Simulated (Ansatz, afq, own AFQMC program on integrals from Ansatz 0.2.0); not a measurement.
# H₃O (doublet): AFQMC on the coupled-cluster ladder at distance O1–H3 along a hydrogen transfer = 1.089 Å, cc-pVTZ

How near does AFQMC come to the top of the ladder for H₃O (doublet)?

Program: Ansatz 0.2.0, Gaussian basis, and an in-house AFQMC program (afq) on its integrals; all values are calculated. Level of theory: cc-pVTZ, frozen cores. These are calculated values, not measurements.

The runs, in order: PBE (unrestricted); r2SCAN (unrestricted); PBE0 (unrestricted); B3LYP (unrestricted); wB97M-V (unrestricted); B2PLYP (unrestricted); CCSD(T) on UHF; CCSDT(Q) on UHF; Phaseless AFQMC, CISD trial on UHF.

### Step 1. What is computed

The geometry derives from fragments relaxed apart (PBE0/def2-TZVP) and kept rigid, so it is no stationary point. A hydrogen atom is moved between rigid fragments.

4 atoms, charge 0, spin multiplicity 2.

Atoms are counted from 1 here; the program's logs count them from 0.

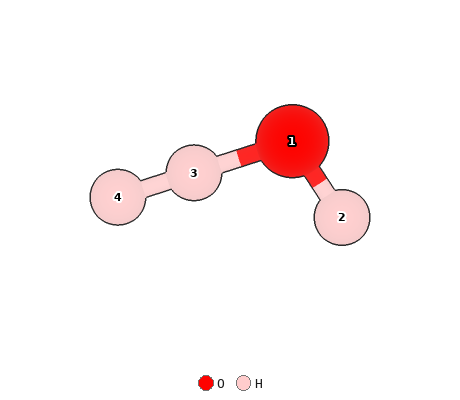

The structure; oxygen red, hydrogen pink; atoms are numbered from 1 in the order of the file.

As a file:

```csv
atom,x (Å),y (Å),z (Å)
O1,-0.1468,-0.0491,0.0000
H2,-0.3961,0.8775,0.0000
H3,0.9422,-0.0491,0.0000
H4,1.7842,-0.0491,0.0000
```

### Step 2. PBE (unrestricted)

in.yaml reads:

```yaml
crystal:
  periodic: [false, false, false]
  atoms:
    - {symbol: O, position_ang: [-0.146804, -0.049094, 0.000000]}
    - {symbol: H, position_ang: [-0.396114, 0.877481, 0.000000]}
    - {symbol: H, position_ang: [0.942196, -0.049094, 0.000000]}
    - {symbol: H, position_ang: [1.784196, -0.049094, 0.000000]}
basis:
  gaussian: {orbitals: cc-pVTZ}
magnetization: {spin_polarized: true, initial_magnetization: 1}
hamiltonian: {xc: {name: PBE}}
output: {orbitals: {seedname: orbitals}}
```

The run is started by

```
ansatz run in.yaml --threads 1 --pin off --events-out ev --progress --plain --max-ram 8192MiB --backend cpu
```

The log of the run:

```text
Functional definition: PBE
  name "PBE"
  cite "Perdew, Burke & Ernzerhof, Phys. Rev. Lett. 77, 3865 (1996) doi:10.1103/PhysRevLett.77.3865"
  parent pbe
  parameter kappa = 0.804
  parameter beta = 0.06672455060314922
  exchange = pbe_x(kappa = kappa, mu = beta*pi^2/3)
  correlation = pbe_c(beta = beta)
347 factors; their error is unknown
mean field evaluation 1: about -2086.8860 eV, gradient 3.7e1 eV
mean field evaluation 2: about -2063.8988 eV, gradient 7.9e1 eV
mean field evaluation 4: about -2091.1193 eV, gradient 5.1e0 eV
mean field evaluation 8: about -2091.2441 eV, gradient 1.8e-1 eV
mean field evaluation 16: about -2091.2442 eV, gradient 1.0e-5 eV
mean field -2091.24416937 eV, -76.8518057280 hartree, gradient 1.0e-5 eV, S^2 0.753356; 0 other end points of the search recorded, 0 dependent functions left out
reference -2091.24419414 eV, -76.8518066386 hartree; 6, 5 occupied and 66, 67 virtual orbitals, 347 factors
Total energy: -2091.24419414 eV, -76.8518066386 hartree
```

It took 0.61 s on 1 thread of AMD EPYC 7R13 (Zen 3), shared host; peak memory 1.7 GiB.

From the report: ⟨S²⟩ of the determinant 0.753 (pure doublet: 0.75).

### Step 3. r2SCAN (unrestricted)

in.yaml: that of step 2 with these lines changed.

```diff
@@ -10,3 +10,2 @@
 magnetization: {spin_polarized: true, initial_magnetization: 1}
-hamiltonian: {xc: {name: PBE}}
-output: {orbitals: {seedname: orbitals}}
+hamiltonian: {xc: {name: r2SCAN}}
```

The command is unchanged.

The log of the run:

```text
Functional definition: r2SCAN
  name "r2SCAN"
  cite "Furness, Kaplan, Ning, Perdew & Sun, J. Phys. Chem. Lett. 11, 8208 (2020) doi:10.1021/acs.jpclett.0c02405"
  cite "Furness, Kaplan, Ning, Perdew & Sun, J. Phys. Chem. Lett. 11, 9248 (2020) doi:10.1021/acs.jpclett.0c03077"
  parent r2scan
  parameter k0 = 0.174
  parameter k1 = 0.065
  parameter a1 = 4.9479
  exchange = r2scan_x(k0 = k0, k1 = k1, a1 = a1)
  correlation = r2scan_c
347 factors; their error is unknown
mean field evaluation 1: about -2088.7406 eV, gradient 3.4e1 eV
mean field evaluation 2: about -2078.4210 eV, gradient 6.1e1 eV
mean field evaluation 4: about -2092.5017 eV, gradient 1.7e0 eV
mean field evaluation 8: about -2092.5083 eV, gradient 2.4e-2 eV
mean field -2092.50827948 eV, -76.8982609180 hartree, gradient 8.8e-5 eV, S^2 0.756740; 0 other end points of the search recorded, 0 dependent functions left out
reference -2092.50828788 eV, -76.8982612265 hartree; 6, 5 occupied and 66, 67 virtual orbitals, 347 factors
Total energy: -2092.50828788 eV, -76.8982612265 hartree
```

Wall time 1.1 s (1 thread of AMD EPYC 7R13 (Zen 3), shared host); peak memory 1.7 GiB.

From the report: ⟨S²⟩ of the determinant 0.757 (pure doublet: 0.75).

### Step 4. PBE0 (unrestricted)

in.yaml: that of step 3 with these lines changed.

```diff
@@ -10,2 +10,3 @@
 magnetization: {spin_polarized: true, initial_magnetization: 1}
-hamiltonian: {xc: {name: r2SCAN}}
+hamiltonian: {xc: {name: PBE0}}
+output: {orbitals: {seedname: orbitals}}
```

Same command.

The log of the run:

```text
Functional definition: PBE0
  name "PBE0"
  cite "Adamo & Barone, J. Chem. Phys. 110, 6158 (1999) doi:10.1063/1.478522"
  cite "Perdew, Burke & Ernzerhof, Phys. Rev. Lett. 77, 3865 (1996) doi:10.1103/PhysRevLett.77.3865"
  parent pbe
  parameter a = 0.25
  parameter kappa = 0.804
  parameter beta = 0.06672455060314922
  exchange = (1 - a)*pbe_x(kappa = kappa, mu = beta*pi^2/3) + a*exact_x
  correlation = pbe_c(beta = beta)
347 factors; their error is unknown
mean field evaluation 1: about -2087.9968 eV, gradient 3.1e1 eV
mean field evaluation 2: about -2082.7993 eV, gradient 4.9e1 eV
mean field evaluation 4: about -2091.1763 eV, gradient 7.1e-1 eV
mean field evaluation 8: about -2091.1765 eV, gradient 1.6e-1 eV
mean field evaluation 16: about -2091.1766 eV, gradient 5.4e-6 eV
mean field -2091.17660097 eV, -76.8493226352 hartree, gradient 5.4e-6 eV, S^2 0.757022; 0 other end points of the search recorded, 0 dependent functions left out
reference -2091.17662004 eV, -76.8493233362 hartree; 6, 5 occupied and 66, 67 virtual orbitals, 347 factors
Total energy: -2091.17662004 eV, -76.8493233362 hartree
```

Run time: 0.61 s. Hardware: 1 thread of AMD EPYC 7R13 (Zen 3), shared host; peak memory 1.7 GiB.

From the report: ⟨S²⟩ of the determinant 0.757 (pure doublet: 0.75).

### Step 5. B3LYP (unrestricted)

in.yaml: that of step 4 with these lines changed.

```diff
@@ -10,3 +10,2 @@
 magnetization: {spin_polarized: true, initial_magnetization: 1}
-hamiltonian: {xc: {name: PBE0}}
-output: {orbitals: {seedname: orbitals}}
+hamiltonian: {xc: {name: B3LYP}}
```

The command is unchanged.

The log of the run, shortened:

```text
Functional definition: B3LYP
  name "B3LYP"
  cite "Stephens, Devlin, Chabalowski & Frisch, J. Phys. Chem. 98, 11623 (1994) doi:10.1021/j100096a001"
  cite "Becke, Phys. Rev. A 38, 3098 (1988) doi:10.1103/PhysRevA.38.3098"
  cite "Lee, Yang & Parr, Phys. Rev. B 37, 785 (1988) doi:10.1103/PhysRevB.37.785"
  cite "Vosko, Wilk & Nusair, Can. J. Phys. 58, 1200 (1980) doi:10.1139/p80-159"
[...]
347 factors; their error is unknown
[...]
mean field -2093.65973865 eV, -76.9405762617 hartree, gradient 8.0e-6 eV, S^2 0.755736; 0 other end points of the search recorded, 0 dependent functions left out
reference -2093.65989376 eV, -76.9405819621 hartree; 6, 5 occupied and 66, 67 virtual orbitals, 347 factors
Total energy: -2093.65989376 eV, -76.9405819621 hartree
```

Wall time 0.64 s (1 thread of AMD EPYC 7R13 (Zen 3), shared host); peak memory 1.7 GiB.

From the report: ⟨S²⟩ of the determinant 0.756 (pure doublet: 0.75).

### Step 6. wB97M-V (unrestricted)

in.yaml: that of step 5 with these lines changed.

```diff
@@ -10,2 +10,3 @@
 magnetization: {spin_polarized: true, initial_magnetization: 1}
-hamiltonian: {xc: {name: B3LYP}}
+hamiltonian: {xc: {name: wB97M-V}}
+output: {orbitals: {seedname: orbitals}}
```

Same command.

The log of the run, shortened:

```text
Functional definition: wB97M-V
  name "wB97M-V"
  cite "Mardirossian & Head-Gordon, J. Chem. Phys. 144, 214110 (2016) doi:10.1063/1.4952647"
  cite "Becke, J. Chem. Phys. 107, 8554 (1997) doi:10.1063/1.475007"
  cite "Vydrov & Van Voorhis, J. Chem. Phys. 133, 244103 (2010) doi:10.1063/1.3521275"
  # Of w^i u^j: cxij and so on, Table III.
[...]
  gx(w, u) = 1 - cx + cx01*u + cx10*w
  gss(w, u) = css00 + css04*u^4 + css10*w + css20*w^2 + css43*w^4*u^3
  gos(w, u) = cos00 + cos10*w + (cos20 + cos21*u)*w^2 + (cos60 + cos61*u)*w^6
[...]
      + integral(e_c_pw_mod_opposite_spin*gos(b97_w_opposite, b97_u_opposite)) + vv10(b, c)
347 factors; their error is unknown
90 factors; integrals over basis functions are off by at most 2.5e-5 eV
[...]
mean field -2092.29297328 eV, -76.8903485608 hartree, gradient 6.6e-5 eV, S^2 0.755414; 0 other end points of the search recorded, 0 dependent functions left out
reference -2092.29300047 eV, -76.8903495601 hartree; 6, 5 occupied and 66, 67 virtual orbitals, 347 factors
Total energy: -2092.29300047 eV, -76.8903495601 hartree
```

Run time: 1.9 s. Hardware: 1 thread of AMD EPYC 7R13 (Zen 3), shared host; peak memory 1.7 GiB.

From the report: ⟨S²⟩ of the determinant 0.755 (pure doublet: 0.75).

### Step 7. B2PLYP (unrestricted)

in.yaml: that of step 6 with these lines changed.

```diff
@@ -10,3 +10,3 @@
 magnetization: {spin_polarized: true, initial_magnetization: 1}
-hamiltonian: {xc: {name: wB97M-V}}
-output: {orbitals: {seedname: orbitals}}
+hamiltonian: {xc: {name: B2PLYP}}
+correlation: {electrons: outside_noble_gas}
```

Launched as before.

The log of the run, shortened:

```text
Functional definition: B2PLYP
  name "B2PLYP"
  cite "Grimme, J. Chem. Phys. 124, 034108 (2006) doi:10.1063/1.2148954"
  cite "Becke, Phys. Rev. A 38, 3098 (1988) doi:10.1103/PhysRevA.38.3098"
  cite "Lee, Yang & Parr, Phys. Rev. B 37, 785 (1988) doi:10.1103/PhysRevB.37.785"
[...]
410 factors; integrals over basis functions are off by at most 1.1e-3 eV
[...]
mean field -2089.58111672 eV, -76.7906896705 hartree, gradient 9.2e-6 eV, S^2 0.763238; 0 other end points of the search recorded, 0 dependent functions left out
1 core orbitals not correlated: weight in the atoms' cores, before any rotation towards them, 1.000 or more for the frozen orbitals, at most 0.000 for the correlated occupied ones
reference -2089.58121590 eV, -76.7906933153 hartree; 5, 4 occupied and 66, 67 virtual orbitals, 410 factors
second order -8.81766268 eV of doubles, -0.00000000 eV of singles
Total energy: -2091.96198482 eV, -76.8781849595 hartree
```

Run time: 0.82 s. Hardware: 1 thread of AMD EPYC 7R13 (Zen 3), shared host; peak memory 1.7 GiB.

From the report: ⟨S²⟩ of the determinant 0.763 (pure doublet: 0.75).

### Step 8. CCSD(T) on UHF

in.yaml: that of step 7 with these lines changed.

```diff
@@ -10,3 +10,2 @@
 magnetization: {spin_polarized: true, initial_magnetization: 1}
-hamiltonian: {xc: {name: B2PLYP}}
-correlation: {electrons: outside_noble_gas}
+correlation: {method: ccsd_t, electrons: outside_noble_gas, hamiltonian_folder: ham}
```

The run is started by

```
ansatz run in.yaml --threads 1 --pin off --events-out ev --progress --plain --max-ram 24576MiB --backend cuda --devices 0, --max-vram 18GiB
```

The log of the run, shortened:

```text
Functional definition: HF
  name "HF"
  cite "Fock, Z. Phys. 61, 126 (1930) doi:10.1007/BF01340294"
  parent pbe
[...]
410 factors; integrals over basis functions are off by at most 1.1e-3 eV
[...]
mean field -2081.91574551 eV, -76.5089924742 hartree, gradient 2.6e-6 eV, S^2 0.780336; 4 other end points of the search recorded, 0 dependent functions left out
determinant -2081.91574551 eV, -76.5089924742 hartree, with singles and doubles -2089.62527672 eV, -76.7923125204 hartree
determinant -2080.00687113 eV, -76.4388426347 hartree, with singles and doubles -2087.16816053 eV, -76.7020151662 hartree
1 core orbitals not correlated: weight in the atoms' cores, before any rotation towards them, 1.000 or more for the frozen orbitals, at most 0.000 for the correlated occupied ones
reference -2081.91574551 eV, -76.5089924742 hartree; 5, 4 occupied and 66, 67 virtual orbitals, 410 factors
second order -7.31297453 eV of doubles, -0.00000000 eV of singles
cycle   1  -7.63923117 eV  change   -7.1e-1 eV  update   1.5e-2
[...]
cycle   8  -7.65904035 eV  change    5.2e-6 eV  update   8.4e-6
perturbative correction -0.23276441 eV, -0.0085539342 hartree
Total energy: -2089.80755026 eV, -76.7990109497 hartree
```

It took 8 s on 1 × NVIDIA H100 80GB HBM3 with 1 thread of AMD EPYC 7R13 (Zen 3), shared host; peak host memory 1.7 GiB.

From the report: ⟨S²⟩ of the determinant 0.780 (pure doublet: 0.75); correlation -7.8918 eV; T1 0.016; largest double amplitude 0.05.

This run also writes the integrals to the folder ham.

### Step 9. CCSDT(Q) on UHF

in.yaml: that of step 8 with these lines changed.

```diff
@@ -10,2 +10,2 @@
 magnetization: {spin_polarized: true, initial_magnetization: 1}
-correlation: {method: ccsd_t, electrons: outside_noble_gas, hamiltonian_folder: ham}
+correlation: {method: ccsdt_q, electrons: outside_noble_gas}
```

Launched as before.

The log of the run, shortened:

```text
Functional definition: HF
  name "HF"
  cite "Fock, Z. Phys. 61, 126 (1930) doi:10.1007/BF01340294"
  parent pbe
[...]
867 factors; integrals over basis functions are off by at most 2.3e-7 eV
[...]
mean field -2081.91575134 eV, -76.5089926887 hartree, gradient 2.4e-6 eV, S^2 0.780336; 4 other end points of the search recorded, 0 dependent functions left out
determinant -2081.91575134 eV, -76.5089926887 hartree, with singles and doubles -2089.62530226 eV, -76.7923134591 hartree
determinant -2080.00687511 eV, -76.4388427809 hartree, with singles and doubles -2087.16818184 eV, -76.7020159493 hartree
1 core orbitals not correlated: weight in the atoms' cores, before any rotation towards them, 1.000 or more for the frozen orbitals, at most 0.000 for the correlated occupied ones
reference -2081.91575134 eV, -76.5089926887 hartree; 5, 4 occupied and 66, 67 virtual orbitals, 867 factors
second order -7.31299708 eV of doubles, -0.00000000 eV of singles
cycle   1  -7.41239438 eV  change   -9.9e-2 eV  update   6.4e-2
[...]
cycle  17  -7.89901665 eV  change    3.0e-8 eV  update   2.5e-7
perturbative correction -0.01221250 eV, -0.0004488012 hartree
Total energy: -2089.82698050 eV, -76.7997249977 hartree
```

Run time: 16 s. Hardware: 1 × NVIDIA H100 80GB HBM3 with 1 thread of AMD EPYC 7R13 (Zen 3), shared host; peak host memory 1.7 GiB.

From the report: ⟨S²⟩ of the determinant 0.780 (pure doublet: 0.75); correlation -7.9112 eV; T1 0.016; largest double amplitude 0.05.

### Step 10. Phaseless AFQMC, CISD trial on UHF

It reads the integrals that the CCSD(T) run on this determinant wrote.

The run is started by

```
afq ham --method phaseless --trial cisd --walkers 3100 --populations 20 --least-time 60 --time-step 0.005 --steps-per-block 50 --equilibration-blocks 28 --max-blocks 4000 --target-error 0.00018 --factor-cut 1e-05 --start spin_pure --seed 7941 --release-times 0.24,0.51,0.99,1.62,2.4 --release-step 0.03 --release-every 3 --taylor-order 6
```

The log of the run:

```text
orbitals 71  electrons 5 4  factors 410 of 410
reference energy -76.50899247 Eh
CCSD correlation -0.28146448 Eh in 11 cycles, weight of the determinant in the CISD state 0.9245
energy of the start -76.789149 Eh
 block  time / (1/Eh)  mean weight  energy / Eh
     1     0.250  0.9996  -76.790679
     2     0.500  1.0001  -76.794093
     3     0.750  1.0003  -76.796293
     4     1.000  1.0000  -76.797286
     5     1.250  0.9999  -76.797743
     6     1.500  1.0000  -76.798653
     7     1.750  1.0001  -76.800697
     8     2.000  0.9993  -76.799257
     9     2.250  1.0002  -76.799160
    10     2.500  1.0001  -76.800105
    11     2.750  0.9996  -76.800029
    12     3.000  1.0000  -76.800082
    13     3.250  1.0003  -76.799890
    14     3.500  0.9997  -76.798572
    15     3.750  0.9994  -76.805640
    16     4.000  0.9995  -76.798402
    17     4.250  1.0003  -76.799458
    18     4.500  1.0004  -76.798947
    19     4.750  1.0003  -76.799798
    20     5.000  0.9996  -76.800196
    21     5.250  1.0003  -76.799896
    22     5.500  1.0005  -76.799217
    23     5.750  1.0002  -76.799257
    24     6.000  1.0005  -76.799816
    25     6.250  1.0002  -76.798467
    26     6.500  0.9999  -76.799278
    27     6.750  1.0003  -76.798778
    28     7.000  1.0002  -76.799152
    29     7.250  1.0004  -76.799758
    30     7.500  0.9997  -76.800016
    31     7.750  1.0000  -76.798184
    32     8.000  1.0003  -76.798653
    33     8.250  0.9997  -76.798816
    34     8.500  0.9998  -76.800046
    35     8.750  1.0000  -76.799844
    36     9.000  0.9994  -76.799461
    37     9.250  0.9998  -76.800106
    38     9.500  1.0002  -76.800127
    39     9.750  1.0000  -76.798569
    40    10.000  1.0003  -76.798267
    41    10.250  1.0001  -76.798807
    42    10.500  1.0010  -76.799025
    43    10.750  1.0004  -76.798698
    44    11.000  1.0002  -76.800398
    45    11.250  1.0000  -76.799389
    46    11.500  1.0000  -76.799925
    47    11.750  1.0008  -76.799755
    48    12.000  1.0000  -76.800171
    49    12.250  1.0002  -76.799756
    50    12.500  1.0000  -76.798620
    51    12.750  0.9996  -76.799757
    52    13.000  1.0006  -76.800074
    53    13.250  1.0000  -76.799749
    54    13.500  1.0002  -76.799818
    55    13.750  1.0001  -76.798897
    56    14.000  1.0004  -76.798803
    57    14.250  1.0000  -76.799188
    58    14.500  0.9999  -76.799213
    59    14.750  0.9999  -76.798976
    60    15.000  1.0004  -76.799810
    61    15.250  1.0002  -76.799209
    62    15.500  1.0006  -76.799235
    63    15.750  1.0002  -76.798954
    64    16.000  0.9996  -76.798840
    65    16.250  0.9998  -76.798150
    66    16.500  0.9997  -76.798804
    67    16.750  0.9996  -76.799881
    68    17.000  1.0000  -76.801123
    69    17.250  1.0000  -76.799972
    70    17.500  0.9998  -76.800518
    71    17.750  1.0003  -76.799911
    72    18.000  1.0000  -76.799178
    73    18.250  0.9997  -76.800283
    74    18.500  1.0000  -76.799346
    75    18.750  0.9996  -76.799002
    76    19.000  1.0001  -76.798985
    77    19.250  0.9996  -76.799248
    78    19.500  0.9999  -76.797974
error from the spread of 20 populations
released: time / (1/Eh)  energy / Eh  error  mean overlap
  0.24  -76.799458  0.000126  0.9978
  0.51  -76.799542  0.000114  0.9941
  0.99  -76.799681  0.000116  0.9895
  1.62  -76.799515  0.000170  0.9896
  2.40  -76.799426  0.000166  0.9799
energy -76.799386 +/- 0.000151 Eh
```

It took 2.5 min on 1 × NVIDIA H100 80GB HBM3 with 2 threads of AMD EPYC 7R13 (Zen 3), shared host; peak host memory 1.7 GiB.

Energy -2089.8177 ± 0.0041 eV. Caveats: constraint bias not in the error.

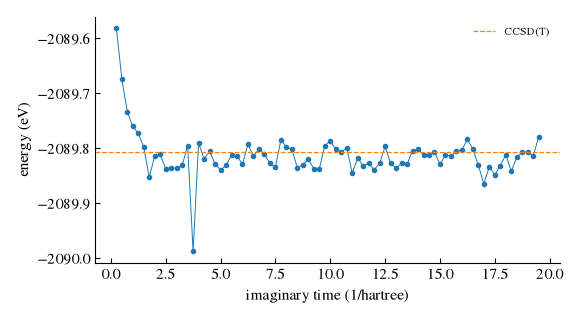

Block energies along the walk.

### Step 11. AFQMC on the ladder

On the UHF determinant, counted from CCSDT(Q) (a yardstick, not exact):

| level | energy (eV) | from CCSDT(Q) (kJ/mol) | statistical error (kJ/mol) | time |
| --- | --- | --- | --- | --- |
| HF | -2081.9157 | +763.3 |  |  |
| MP2 | -2089.2287 | +57.7 |  |  |
| CCSD | -2089.5748 | +24.3 |  |  |
| CCSD(T) | -2089.8076 | +1.9 |  |  |
| CCSDT(Q) | -2089.8270 | 0.0 |  |  |
| Phaseless AFQMC, CISD trial, step 0.005, 3100 walkers | -2089.8177 | +0.9 | 0.4 | 2.5 min |

The functionals' totals stand on their own zeros and serve differences with other points: PBE -2091.244 eV; r2SCAN -2092.508 eV; PBE0 -2091.177 eV; B3LYP -2093.660 eV; wB97M-V -2092.293 eV; B2PLYP -2091.962 eV.

### Step 12. Outcome

| quantity | value |
| --- | --- |
| CCSD(T) on UHF from CCSDT(Q) | +1.9 kJ/mol |
| Phaseless AFQMC, CISD trial on UHF from CCSDT(Q) | +0.9 ± 0.4 kJ/mol |

In words: On UHF the phaseless walk with the CISD trial lies +0.9 kJ/mol from CCSDT(Q), within three error bars. Error bars are statistical and leave out the constraint, the time step and what remains of the start.
